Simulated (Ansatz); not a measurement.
```xyz
6

N    -0.8473    0.1085   -0.7050
In    0.8138    0.0528    0.3769
F     0.3517   -1.1208    1.9040
H    -0.9793    0.6296   -1.5711
H    -1.6748   -0.4084   -0.4025
H     2.3778    0.6742    0.3516
```

Core potentials replace the inner electrons of In.

Computed with RKS LDA/def2-SVPD in Ansatz.

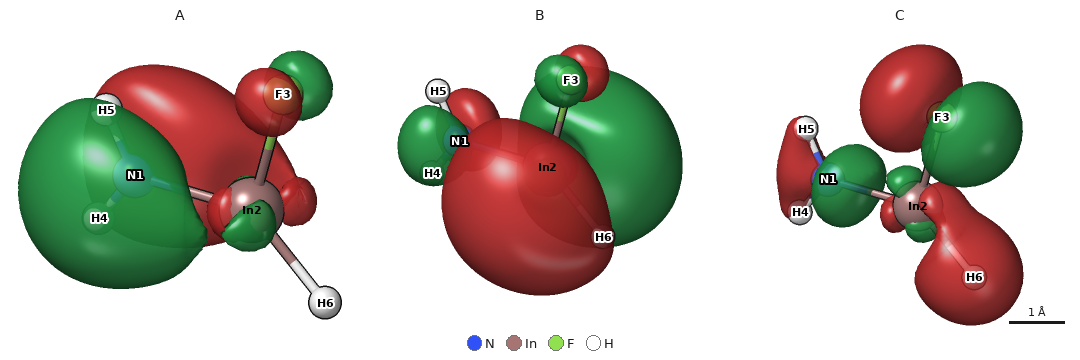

FH₃InN (SMILES [NH2][InH][F]). Three frontier orbitals at ±0.08 Å⁻³ᐟ² (green and red are the two phases), in no order.

> Which picture is the HOMO−1, the HOMO and the LUMO?

C is the HOMO−1 (−7.73 eV). By Hirshfeld shares it lies mainly on F3 (about 75 %), In2 (about 10 %) and H6 (about 5 %); it is symmetric in the molecular plane (an in-plane orbital: σ, lone-pair or in-plane π type); largely a lone pair of F3. A is the HOMO (−6.36 eV). It lies mainly on N1 (about 70 %) and In2 (about 15 %); it changes sign across the molecular plane (π type). B is the LUMO (−2.05 eV). It lies mainly on In2 (about 80 %), N1 (about 10 %) and H6 (about 5 %); it changes sign across the molecular plane (π type).

> What is the HOMO–LUMO gap?

4.31 eV between the orbital energies.
